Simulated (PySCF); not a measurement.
# [TeO2]-: from HF to coupled cluster

Aim: at the PBE0 minimum of doublet [TeO2]-, found before, compare methods on energies and levels.

The runs use PySCF 2.14.0; several methods, basis Te def2-SVPD with ECP28, O def2-SVPD, scalar-relativistic core potentials, no spin–orbit coupling, density fitting.

**1. Starting geometry**

3 atoms, charge -1, spin multiplicity 2.

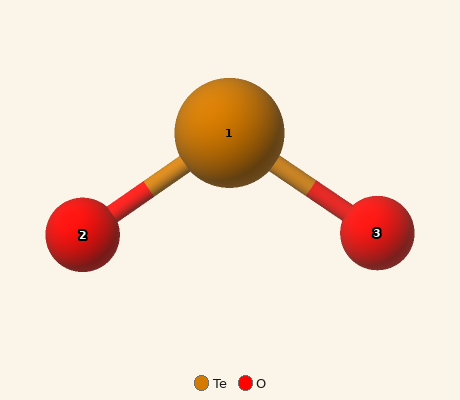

Start geometry, drawn with tellurium orange, oxygen red; atoms are numbered from 1 in the order of the file.

Z-matrix (Å, degrees; charge -1 multiplicity 2):
```
Te
O  1 1.8817
O  1 1.8817 2 111.11
```

**2. PBE0**

One driver script runs all steps and calls PySCF; scf.py shows the equivalent input of each level. Each SCF starts from the density of the minimum. The driver also runs the species with one electron less or more at the same geometry (one less: multiplicity 1); their logs are not shown.

File scf.py:

```python
from pyscf import gto, scf, dft
mol = gto.M(atom='''
Te     0.000000     0.000000    -0.211357
O      1.551757     0.000000     0.853025
O     -1.551757     0.000000     0.853025''',
    basis={'Te': 'def2-SVPD', 'O': 'def2-SVPD'},
    ecp={'Te': 'def2-SVPD'},
    charge=-1, spin=1)
mf = dft.UKS(mol, xc='PBE0')
mf.grids.atom_grid = (75, 302)
aux = {'Te': 'def2-universal-JKFIT', 'O': 'def2-universal-JKFIT'}
mf = mf.density_fit(auxbasis=aux)
mf.conv_tol = 1e-08
mf.diis_space = 10
mf.max_cycle = 60
mf.verbose = 4
mf.kernel()
```

Launch:

```sh
> OMP_NUM_THREADS=2 python axn.py task.json out
```

The log of the run:

```text
init E= -418.200105904423
[... the frontier-level lines of each cycle are left out ...]
cycle= 1 E= -418.200105903476  delta_E= 9.47e-10  |g|= 5.07e-05  |ddm|= 5.2e-05
Extra cycle  E= -418.200105896978  delta_E= 6.5e-09  |g|= 0.000132  |ddm|= 0.000135
converged SCF energy = -418.200105896978  <S^2> = 0.75714473  2S+1 = 2.007132
```

This level, with the species of one electron less or more, took 0.6 s on 2 threads of Arm Neoverse V2, shared host.

| Item | Value |
| --- | --- |
| energy | -418.200106 Eh |
| one electron less (charge +0) | -418.103127 Eh (singlet, ⟨S²⟩ 0.00) |
| Mulliken charge of Te1 | +1.00 e |

**3. HF**

scf.py: that of step 2 with these lines changed.

```diff
@@ -9,2 +9 @@
-mf = dft.UKS(mol, xc='PBE0')
-mf.grids.atom_grid = (75, 302)
+mf = scf.UHF(mol)
```

The log of the run:

```text
init E= -416.510263425869
[... the frontier-level lines of each cycle are left out ...]
cycle= 1 E= -416.535433124263  delta_E= -0.0252  |g|= 0.0594  |ddm|= 0.368
cycle= 2 E= -416.537828257628  delta_E= -0.0024  |g|= 0.0338  |ddm|= 0.107
cycle= 3 E= -416.53857701669  delta_E= -0.000749  |g|= 0.0181  |ddm|= 0.0427
cycle= 4 E= -416.538946797557  delta_E= -0.00037  |g|= 0.00567  |ddm|= 0.0408
cycle= 5 E= -416.539036743916  delta_E= -8.99e-05  |g|= 0.00329  |ddm|= 0.019
cycle= 6 E= -416.539081292296  delta_E= -4.45e-05  |g|= 0.00182  |ddm|= 0.015
cycle= 7 E= -416.539097611802  delta_E= -1.63e-05  |g|= 0.000992  |ddm|= 0.01
cycle= 8 E= -416.539102068494  delta_E= -4.46e-06  |g|= 0.000374  |ddm|= 0.00587
cycle= 9 E= -416.539102708466  delta_E= -6.4e-07  |g|= 0.000151  |ddm|= 0.00223
cycle= 10 E= -416.539102767923  delta_E= -5.95e-08  |g|= 0.000107  |ddm|= 0.000525
cycle= 11 E= -416.539102785517  delta_E= -1.76e-08  |g|= 4.53e-05  |ddm|= 0.000264
cycle= 12 E= -416.539102791086  delta_E= -5.57e-09  |g|= 2.11e-05  |ddm|= 0.000173
Extra cycle  E= -416.539102791914  delta_E= -8.29e-10  |g|= 1.63e-05  |ddm|= 4.44e-05
converged SCF energy = -416.539102791914  <S^2> = 0.7863157  2S+1 = 2.0359918
```

This level, with the species of one electron less or more, took 0.5 s.

* energy: -416.539103 Eh
* one electron less (charge +0): -416.432952 Eh (singlet, ⟨S²⟩ 0.00)
* Mulliken charge of Te1: +1.39 e

**4. PBE**

scf.py: that of step 3 with these lines changed.

```diff
@@ -9 +9,2 @@
-mf = scf.UHF(mol)
+mf = dft.UKS(mol, xc='PBE')
+mf.grids.atom_grid = (75, 302)
```

The log of the run:

```text
init E= -418.212072267237
[... the frontier-level lines of each cycle are left out ...]
cycle= 1 E= -418.212799816995  delta_E= -0.000728  |g|= 0.0808  |ddm|= 0.243
cycle= 2 E= -418.17335607003  delta_E= 0.0394  |g|= 0.306  |ddm|= 0.307
cycle= 3 E= -418.216079843909  delta_E= -0.0427  |g|= 0.0146  |ddm|= 0.221
cycle= 4 E= -418.216204108207  delta_E= -0.000124  |g|= 0.00234  |ddm|= 0.0189
cycle= 5 E= -418.216206869308  delta_E= -2.76e-06  |g|= 0.000788  |ddm|= 0.00485
cycle= 6 E= -418.216206145728  delta_E= 7.24e-07  |g|= 0.0015  |ddm|= 0.00171
cycle= 7 E= -418.216207168474  delta_E= -1.02e-06  |g|= 8.91e-05  |ddm|= 0.00121
cycle= 8 E= -418.216207174311  delta_E= -5.84e-09  |g|= 3.15e-05  |ddm|= 0.000199
Extra cycle  E= -418.216207174186  delta_E= 1.26e-10  |g|= 3.9e-05  |ddm|= 9.55e-05
converged SCF energy = -418.216207174186  <S^2> = 0.75223698  2S+1 = 2.0022357
```

This level, with the species of one electron less or more, took 1.8 s.

* energy: -418.216207 Eh
* one electron less (charge +0): -418.133332 Eh (singlet, ⟨S²⟩ 0.00)
* Mulliken charge of Te1: +0.85 e

**5. CCSD(T)**

scf.py: that of step 4 with these lines changed.

```diff
@@ -9,2 +9 @@
-mf = dft.UKS(mol, xc='PBE')
-mf.grids.atom_grid = (75, 302)
+mf = scf.UHF(mol)
@@ -17,0 +17,3 @@
+from pyscf import cc
+mycc = cc.CCSD(mf, frozen=6).run()
+mycc.ccsd_t()
```

The SCF cycles repeat those of step 3.

The log of the run:

```text
CCSD nocc = (np.int64(15), np.int64(14)), nmo = (75, 75)
Init t2, MP2 energy = -0.56520503868929
UCCSD converged
E(UCCSD) = -417.0941292677937  E_corr = -0.5550264758792661
UCCSD(T) correction = -0.0277297937190449
```

This level, with the species of one electron less or more, took 92 s.

- energy: -417.121859 Eh
- one electron less (charge +0): -417.043944 Eh (singlet, ⟨S²⟩ 0.00)
- MP2 correlation in its own fitting basis (same spin, opposite spin): -0.56502 Eh (-0.16562, -0.39941)
- CCSD, (T): -0.55503, -0.02773 Eh; T1 0.028, D1 0.107

**6. r2SCAN**

scf.py: that of step 5 with these lines changed.

```diff
@@ -9 +9,2 @@
-mf = scf.UHF(mol)
+mf = dft.UKS(mol, xc='R2SCAN')
+mf.grids.atom_grid = (90, 434)
@@ -17,3 +17,0 @@
-from pyscf import cc
-mycc = cc.CCSD(mf, frozen=6).run()
-mycc.ccsd_t()
```

The log of the run:

```text
init E= -418.387311136459
[... the frontier-level lines of each cycle are left out ...]
cycle= 1 E= -418.388320274935  delta_E= -0.00101  |g|= 0.0198  |ddm|= 0.099
cycle= 2 E= -418.386617768142  delta_E= 0.0017  |g|= 0.0636  |ddm|= 0.082
cycle= 3 E= -418.388556672479  delta_E= -0.00194  |g|= 0.00462  |ddm|= 0.0502
cycle= 4 E= -418.38857136088  delta_E= -1.47e-05  |g|= 0.000869  |ddm|= 0.0096
cycle= 5 E= -418.388571602297  delta_E= -2.41e-07  |g|= 0.000666  |ddm|= 0.00176
cycle= 6 E= -418.388571529409  delta_E= 7.29e-08  |g|= 0.000812  |ddm|= 0.0011
cycle= 7 E= -418.388571856208  delta_E= -3.27e-07  |g|= 7.79e-05  |ddm|= 0.000815
cycle= 8 E= -418.38857186251  delta_E= -6.3e-09  |g|= 2.13e-05  |ddm|= 0.000204
Extra cycle  E= -418.388571862943  delta_E= -4.33e-10  |g|= 1.48e-05  |ddm|= 5.58e-05
converged SCF energy = -418.388571862943  <S^2> = 0.75592523  2S+1 = 2.0059165
```

This level, with the species of one electron less or more, took 4.2 s on 2 threads of Arm Neoverse V2, shared host.

| Item | Value |
| --- | --- |
| energy | -418.388572 Eh |
| one electron less (charge +0) | -418.298032 Eh (singlet, ⟨S²⟩ 0.00) |
| Mulliken charge of Te1 | +0.94 e |

**7. B3LYP**

scf.py: that of step 6 with these lines changed.

```diff
@@ -9,2 +9,2 @@
-mf = dft.UKS(mol, xc='R2SCAN')
-mf.grids.atom_grid = (90, 434)
+mf = dft.UKS(mol, xc='B3LYP')
+mf.grids.atom_grid = (75, 302)
```

The log of the run:

```text
init E= -418.44135852146
[... the frontier-level lines of each cycle are left out ...]
cycle= 1 E= -418.442038984106  delta_E= -0.00068  |g|= 0.0325  |ddm|= 0.134
cycle= 2 E= -418.439368912126  delta_E= 0.00267  |g|= 0.0853  |ddm|= 0.0826
cycle= 3 E= -418.442460797437  delta_E= -0.00309  |g|= 0.00307  |ddm|= 0.0637
cycle= 4 E= -418.442466976212  delta_E= -6.18e-06  |g|= 0.000439  |ddm|= 0.00426
cycle= 5 E= -418.442467125567  delta_E= -1.49e-07  |g|= 0.00031  |ddm|= 0.000853
cycle= 6 E= -418.442467120116  delta_E= 5.45e-09  |g|= 0.000375  |ddm|= 0.000485
cycle= 7 E= -418.442467189481  delta_E= -6.94e-08  |g|= 4.64e-05  |ddm|= 0.000369
cycle= 8 E= -418.442467192321  delta_E= -2.84e-09  |g|= 1.73e-05  |ddm|= 0.000136
Extra cycle  E= -418.442467192414  delta_E= -9.31e-11  |g|= 2e-05  |ddm|= 5.31e-05
converged SCF energy = -418.442467192414  <S^2> = 0.75602555  2S+1 = 2.0060165
```

This level, with the species of one electron less or more, took 1.5 s.

* energy: -418.442467 Eh
* one electron less (charge +0): -418.346914 Eh (singlet, ⟨S²⟩ 0.00)
* Mulliken charge of Te1: +0.97 e

**8. TPSSh**

scf.py: that of step 7 with these lines changed.

```diff
@@ -9,2 +9,2 @@
-mf = dft.UKS(mol, xc='B3LYP')
-mf.grids.atom_grid = (75, 302)
+mf = dft.UKS(mol, xc='TPSSH')
+mf.grids.atom_grid = (90, 434)
```

The log of the run:

```text
init E= -418.269021556644
[... the frontier-level lines of each cycle are left out ...]
cycle= 1 E= -418.269828162309  delta_E= -0.000807  |g|= 0.0121  |ddm|= 0.0924
cycle= 2 E= -418.269497105131  delta_E= 0.000331  |g|= 0.0292  |ddm|= 0.0436
cycle= 3 E= -418.269912045692  delta_E= -0.000415  |g|= 0.00337  |ddm|= 0.0248
cycle= 4 E= -418.269916352423  delta_E= -4.31e-06  |g|= 0.000778  |ddm|= 0.00464
cycle= 5 E= -418.269916671403  delta_E= -3.19e-07  |g|= 0.000408  |ddm|= 0.00156
cycle= 6 E= -418.269916554726  delta_E= 1.17e-07  |g|= 0.000665  |ddm|= 0.000801
cycle= 7 E= -418.269916758582  delta_E= -2.04e-07  |g|= 4.59e-05  |ddm|= 0.000553
cycle= 8 E= -418.269916760066  delta_E= -1.48e-09  |g|= 1.38e-05  |ddm|= 0.000103
Extra cycle  E= -418.269916760138  delta_E= -7.22e-11  |g|= 1.16e-05  |ddm|= 3.85e-05
converged SCF energy = -418.269916760138  <S^2> = 0.75484362  2S+1 = 2.0048378
```

This level, with the species of one electron less or more, took 3.9 s.

```
energy                        : -418.269917 Eh
one electron less (charge +0) : -418.180410 Eh (singlet, ⟨S²⟩ 0.00)
Mulliken charge of Te1        : +0.90 e
```

**9. MN15**

scf.py: that of step 8 with these lines changed.

```diff
@@ -9 +9 @@
-mf = dft.UKS(mol, xc='TPSSH')
+mf = dft.UKS(mol, xc='MN15')
```

The log of the run:

```text
init E= -417.54133059757
[... the frontier-level lines of each cycle are left out ...]
cycle= 1 E= -417.549947109357  delta_E= -0.00862  |g|= 0.0981  |ddm|= 0.302
cycle= 2 E= -417.541291676301  delta_E= 0.00866  |g|= 0.17  |ddm|= 0.238
cycle= 3 E= -417.552740708656  delta_E= -0.0114  |g|= 0.0288  |ddm|= 0.142
cycle= 4 E= -417.553061836114  delta_E= -0.000321  |g|= 0.00253  |ddm|= 0.0243
cycle= 5 E= -417.553066168246  delta_E= -4.33e-06  |g|= 0.00058  |ddm|= 0.00498
cycle= 6 E= -417.553067075804  delta_E= -9.08e-07  |g|= 0.000257  |ddm|= 0.00224
cycle= 7 E= -417.553067201511  delta_E= -1.26e-07  |g|= 0.000428  |ddm|= 0.00109
cycle= 8 E= -417.553067300295  delta_E= -9.88e-08  |g|= 9.74e-05  |ddm|= 0.000475
cycle= 9 E= -417.553067314531  delta_E= -1.42e-08  |g|= 1.84e-05  |ddm|= 0.000337
cycle= 10 E= -417.553067315255  delta_E= -7.23e-10  |g|= 6.79e-06  |ddm|= 6.71e-05
Extra cycle  E= -417.553067315355  delta_E= -1.01e-10  |g|= 4.03e-06  |ddm|= 2.4e-05
converged SCF energy = -417.553067315355  <S^2> = 0.75662663  2S+1 = 2.0066157
```

This level, with the species of one electron less or more, took 4.3 s.

| Item | Value |
| --- | --- |
| energy | -417.553067 Eh |
| one electron less (charge +0) | -417.455898 Eh (singlet, ⟨S²⟩ 0.00) |
| Mulliken charge of Te1 | +1.00 e |

**10. LDA**

scf.py: that of step 9 with these lines changed.

```diff
@@ -9,2 +9,2 @@
-mf = dft.UKS(mol, xc='MN15')
-mf.grids.atom_grid = (90, 434)
+mf = dft.UKS(mol, xc='LDA,VWN')
+mf.grids.atom_grid = (75, 302)
```

The log of the run:

```text
init E= -416.92388264883
[... the frontier-level lines of each cycle are left out ...]
cycle= 1 E= -416.923279167679  delta_E= 0.000603  |g|= 0.136  |ddm|= 0.348
cycle= 2 E= -416.820200250385  delta_E= 0.103  |g|= 0.501  |ddm|= 0.479
cycle= 3 E= -416.932010883217  delta_E= -0.112  |g|= 0.0154  |ddm|= 0.358
cycle= 4 E= -416.932135772476  delta_E= -0.000125  |g|= 0.00225  |ddm|= 0.0187
cycle= 5 E= -416.932138088332  delta_E= -2.32e-06  |g|= 0.000979  |ddm|= 0.00401
cycle= 6 E= -416.932136677104  delta_E= 1.41e-06  |g|= 0.00203  |ddm|= 0.00226
cycle= 7 E= -416.932138521189  delta_E= -1.84e-06  |g|= 0.000146  |ddm|= 0.00157
cycle= 8 E= -416.932138532598  delta_E= -1.14e-08  |g|= 1.29e-05  |ddm|= 0.000192
cycle= 9 E= -416.932138532739  delta_E= -1.41e-10  |g|= 2.95e-06  |ddm|= 2.42e-05
Extra cycle  E= -416.932138532713  delta_E= 2.57e-11  |g|= 8.23e-06  |ddm|= 8.42e-06
converged SCF energy = -416.932138532713  <S^2> = 0.75146517  2S+1 = 2.0014646
```

This level, with the species of one electron less or more, took 1.5 s on 2 threads of Arm Neoverse V2, shared host.

```
energy                        : -416.932139 Eh
one electron less (charge +0) : -416.843667 Eh (singlet, ⟨S²⟩ 0.00)
Mulliken charge of Te1        : +0.82 e
```

The dipole of an ion depends on the origin, here the centre of mass.

**11. Comparison of the levels**

| level | vertical ionisation energy (eV) | −ε(HOMO) (eV) | gap (eV) | dipole (D) | wall time |
| --- | --- | --- | --- | --- | --- |
| PBE0 | 2.64 | 0.47 | 2.82 | 4.49 | 0.6 s |
| HF | 2.89 | 3.71 | 8.46 | 5.19 | 0.5 s |
| PBE | 2.26 | -0.80 | 0.82 | 4.16 | 1.8 s |
| CCSD(T) | 2.12 | – | – | – | 92 s |
| r2SCAN | 2.46 | -0.52 | 1.26 | 4.26 | 4.2 s |
| B3LYP | 2.60 | 0.23 | 2.31 | 4.52 | 1.5 s |
| TPSSh | 2.44 | -0.23 | 1.75 | 4.30 | 3.9 s |
| MN15 | 2.64 | 1.03 | 3.87 | 4.71 | 4.3 s |
| LDA | 2.41 | -0.71 | 0.62 | 4.23 | 1.5 s |

Times are for 2 threads of Arm Neoverse V2, shared host; PBE0 starts from its own converged density, so its time is not comparable. A dash stands where a species or a free atom was not run at that level, or the quantity is not defined.

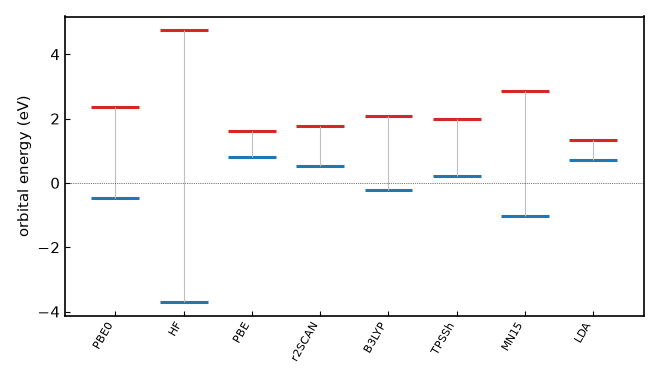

Highest occupied (blue) and lowest empty (red) levels by method.

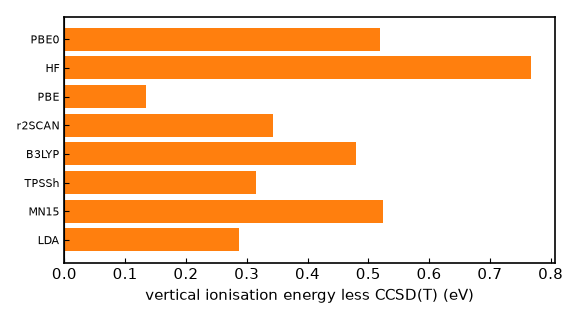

Deviation of the vertical ionisation energy from CCSD(T).

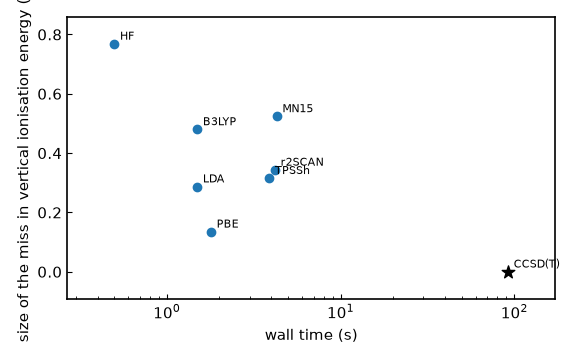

Cost against accuracy: time of each level and its distance from CCSD(T) in the vertical ionisation energy.

**12. What came out**

| quantity | value |
| --- | --- |
| vertical ionisation energy, CCSD(T) | 2.12 eV |
| orbital gap, range | 0.62 (LDA) to 8.46 (HF) eV |
| T1, D1 | 0.028, 0.107 |
| T1, D1 of the species with one electron less | 0.034, 0.138 |

**Reading.** Against CCSD(T), the vertical ionisation energy is best met by PBE (+0.13 eV) and worst by HF (+0.77 eV). In so small a basis CCSD(T) is itself short of its limit. PBE costs 1.8 s against 92 s for CCSD(T), a factor of about 50, and lands within 0.13 eV. The PBE orbital energy is a poor guide to ionisation (-0.8 eV, 2.9 eV too small); the difference of PBE energies gives 2.3 eV. Spin–orbit coupling, left out here, can matter for elements this heavy.
